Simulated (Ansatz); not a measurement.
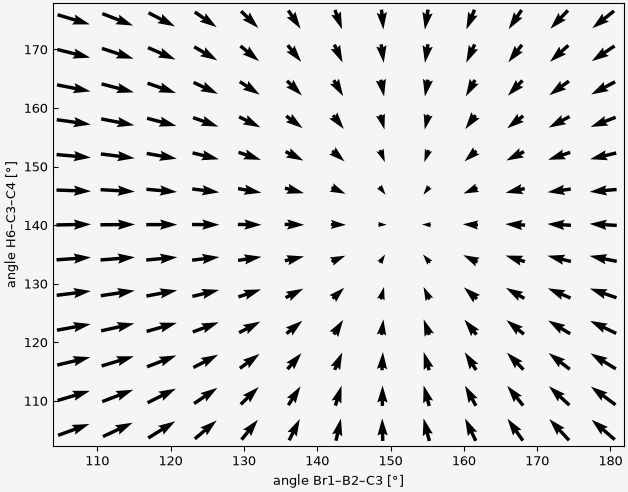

C2HBBr2, SMILES BrB1C=C1Br. 
- First axis: angle Br1–B2–C3. Second axis: angle H6–C3–C4.
- Nothing is relaxed (all other coordinates rigid).
- The grid has 13 × 13 points.
- Points are written as (first, second).
- Theory: Ansatz, RKS r2SCAN-D4/def2-SVP.

Drawn: arrows along the force (downhill), their lengths compressed.

The arrows alone are given. Where is the energy lowest?

Answer. The arrows converge at about (152°, 140°) (read from the interpolated surface).

The energy map of the same scan:

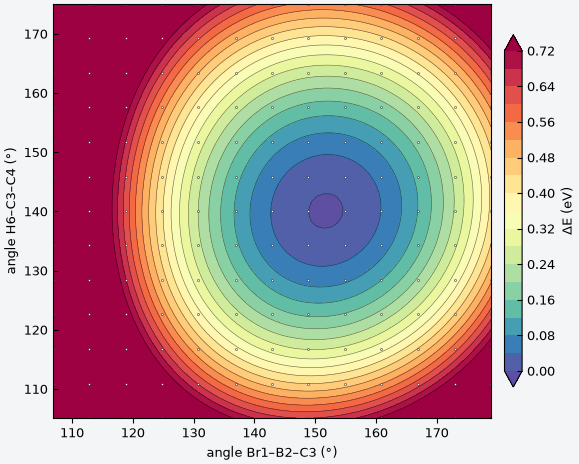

Energies are in eV, from the lowest grid point; between grid points the surface is interpolated.
